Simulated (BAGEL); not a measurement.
**H2O2 (hydrogen peroxide): a chain of runs**

Aim: the energy (HF/cc-pVDZ), then a single-point energy (NEVPT2(2,2)/cc-pVDZ), then the energy (CASPT2(2,2)/cc-pVDZ) of H2O2 (hydrogen peroxide). 

Program for the calculation: BAGEL 1.2.2.

1 further run of the same task is left out (set aside as unsound or not needed).

## (1) Starting point

The species is H2O2 (4 atoms), meant as a singlet with charge 0. As SMILES, `OO`. One bond was lengthened or shortened from a relaxed shape.

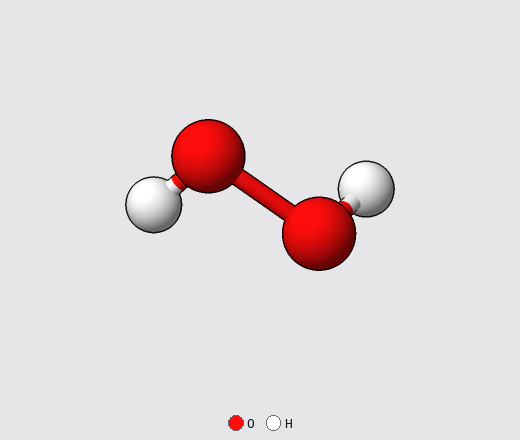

The structure, seen from a chosen angle (oxygen red, hydrogen white).

## (2) A single-point energy at HF/cc-pVDZ (density fitting with svp-jkfit) (run 1)

Contents of input.json:

```json
{ "bagel" : [

{
  "title" : "molecule",
  "basis" : "cc-pvdz.json",
  "df_basis" : "svp-jkfit",
  "angstrom" : true,
  "geometry" : [
    { "atom" : "O", "xyz" : [   -0.456223,   -0.544882,   -0.106202 ] },
    { "atom" : "O", "xyz" : [    0.078877,    0.764618,    0.070098 ] },
    { "atom" : "H", "xyz" : [    0.216977,   -1.080782,    0.330598 ] },
    { "atom" : "H", "xyz" : [    0.252100,    0.969800,   -0.704900 ] }
  ]
},
{
  "title" : "hf",
  "charge" : 0
},
{
  "title" : "print",
  "file" : "orbitals.molden",
  "orbitals" : true
}

]}
```

The basis set cc-pVDZ is read from a file made from the Basis Set Exchange's data (not shown).

Run with:

```
$ BAGEL_NUM_THREADS=1 BAGEL input.json > input.out
```

Log:

```text
* using 1 threads per process

  ===============================================================
  ===============================================================

  *** Geometry ***

  { "atom" : "O", "xyz" : [     -0.862137,     -1.029678,     -0.200693 ] },
  { "atom" : "O", "xyz" : [      0.149056,      1.444919,      0.132466 ] },
  { "atom" : "H", "xyz" : [      0.410027,     -2.042382,      0.624740 ] },
  { "atom" : "H", "xyz" : [      0.476400,      1.832656,     -1.332068 ] },

  Number of auxiliary basis functions:      190

  Since a DF basis is specified, we compute 2- and 3-index integrals:
    o Being stored without compression. Storage requirement is 0.002 GB

  Number of basis functions:       38
  Number of electrons      :       18

    * METHOD: MOLECULE                             0.03

  *** RHF ***

  === Nuclear Repulsion ===
    38.1850570672

      * DIIS with orbital gradients will be used.

  === RHF iteration (cc-pvdz.json) ===
      0       -150.67803123          0.02120572           0.00
      1       -150.74814111          0.00919509           0.00
      2       -150.76087497          0.00154508           0.00
[... 11 lines of this table left out ...]
     14       -150.76126619          0.00000001           0.00
    * SCF iteration converged.

    * Permanent dipole moment:
           (   -0.631100,     0.254426,     0.283832) a.u.

    * METHOD: HF                                   0.06

    * METHOD: PRINT                                0.00

  ===============================================================
```

Run time: 0.22 s. Hardware: 1 thread of Arm Neoverse V1, shared host.

## (3) A single-point energy at NEVPT2(2,2)/cc-pVDZ (density fitting with svp-jkfit) (run 2)

Edit input.json of step 2 so:

```diff
@@ -15,4 +15,14 @@
 {
-  "title" : "hf",
-  "charge" : 0
+  "title" : "hf"
+},
+{
+  "title" : "nevpt2",
+  "nstate" : 1,
+  "nact" : 2,
+  "nclosed" : 8,
+  "nspin" : 0,
+  "active" : [5, 11],
+  "maxiter" : 200,
+  "natocc" : true,
+  "ncore" : 2
 },
```

The basis set cc-pVDZ is read from a file made from the Basis Set Exchange's data (not shown).

Run with:

```
$ BAGEL_NUM_THREADS=1 BAGEL input.json > input.out
```

Log:

```text
* using 1 threads per process

  ===============================================================
  ===============================================================

  *** Geometry ***

  { "atom" : "O", "xyz" : [     -0.862137,     -1.029678,     -0.200693 ] },
  { "atom" : "O", "xyz" : [      0.149056,      1.444919,      0.132466 ] },
  { "atom" : "H", "xyz" : [      0.410027,     -2.042382,      0.624740 ] },
  { "atom" : "H", "xyz" : [      0.476400,      1.832656,     -1.332068 ] },

[... 23 lines left out ...]
    * SCF iteration converged.
[... 1 line left out ...]
    * Permanent dipole moment:
[... 28 lines left out ...]
    * Second-order optimization converged. *
[... 9 lines left out ...]
     * ci vector, state   0, <S^2> = 0.0000
       2.     0.9971418137
       .2    -0.0755526527

  === DF-NEVPT2 calculation ===

    * 3-index integral transformation done
    * assembly done

      NEVPT2 correlation energy:   -0.3611486723      0.02

          (+0)     -0.2886256644
          (+0)'    -0.0318165037
          (+1)     -0.0036749729
          (+1)'     0.0000000000
          (+2)     -0.0003152526
          (-1)     -0.0292512873
          (-1)'     0.0000000000
          (-2)     -0.0074649914

      NEVPT2 total energy:       -151.1387087524

    * METHOD: NEVPT2                               0.32

    * METHOD: PRINT                                0.00

  ===============================================================
```

It took 0.54 s on 1 thread of Arm Neoverse V1, shared host.

## (4) A single-point energy at CASPT2(2,2)/cc-pVDZ (density fitting with svp-jkfit) (run 3)

Contents of input.json:

```json
{ "bagel" : [

{
  "title" : "molecule",
  "basis" : "cc-pvdz.json",
  "df_basis" : "svp-jkfit",
  "angstrom" : true,
  "geometry" : [
    { "atom" : "O", "xyz" : [      -0.456223,      -0.544882,      -0.106202 ] },
    { "atom" : "O", "xyz" : [       0.078877,       0.764618,       0.070098 ] },
    { "atom" : "H", "xyz" : [       0.216977,      -1.080782,       0.330598 ] },
    { "atom" : "H", "xyz" : [       0.252100,       0.969800,      -0.704900 ] }
  ]
},

{
  "title" : "hf"
},

{
  "title" : "casscf",
  "nstate" : 1,
  "nact" : 2,
  "nclosed" : 8,
  "active" : [5, 11],
  "maxiter" : 200,
  "natocc" : true
},

{
  "title" : "print",
  "file" : "orbitals.molden",
  "orbitals" : true
},

{
  "title" : "smith",
  "method" : "caspt2",
  "ms" : true,
  "xms" : true,
  "sssr" : true,
  "shift" : 0.2,
  "shift_imag" : true,
  "ncore" : 2
}

]}
```

The basis set cc-pVDZ is read from a file made from the Basis Set Exchange's data (not shown).

Run with:

```
$ BAGEL_NUM_THREADS=1 BAGEL input.json > input.out
```

Log:

```text
* using 1 threads per process

  ===============================================================
  ===============================================================

  *** Geometry ***

  { "atom" : "O", "xyz" : [     -0.862137,     -1.029678,     -0.200693 ] },
  { "atom" : "O", "xyz" : [      0.149056,      1.444919,      0.132466 ] },
  { "atom" : "H", "xyz" : [      0.410027,     -2.042382,      0.624740 ] },
  { "atom" : "H", "xyz" : [      0.476400,      1.832656,     -1.332068 ] },

[... 25 lines left out ...]
    * Permanent dipole moment:
[... 37 lines left out ...]
     * ci vector, state   0, <S^2> = 0.0000
[... 21 lines left out ...]
       #      aibj      arbs      arbi      airj      risj      airs      arst      rist         Etot      error   time
[... 8 lines left out ...]
      ------------------------------------------------------------------------------------------------------------------

    * CASPT2 energy : state  0     -151.1399666572
        w/o shift correction       -151.1388730103
        reference weight              0.9153181401

    * METHOD: SMITH                                0.10

  ===============================================================
```

It took 0.62 s on 1 thread of Arm Neoverse V1, shared host.

## (5) What came out

```
                                quantity          value
         run 1, HF/cc-pVDZ: total energy  -150.76127 Eh
        run 1, HF/cc-pVDZ: dipole moment         1.87 D
          run 1, HF/cc-pVDZ: HOMO energy      -13.08 eV
          run 1, HF/cc-pVDZ: LUMO energy        5.13 eV
        run 1, HF/cc-pVDZ: HOMO–LUMO gap       18.21 eV
run 2, NEVPT2(2,2)/cc-pVDZ: total energy  -151.13871 Eh
run 3, CASPT2(2,2)/cc-pVDZ: total energy  -151.13997 Eh
```
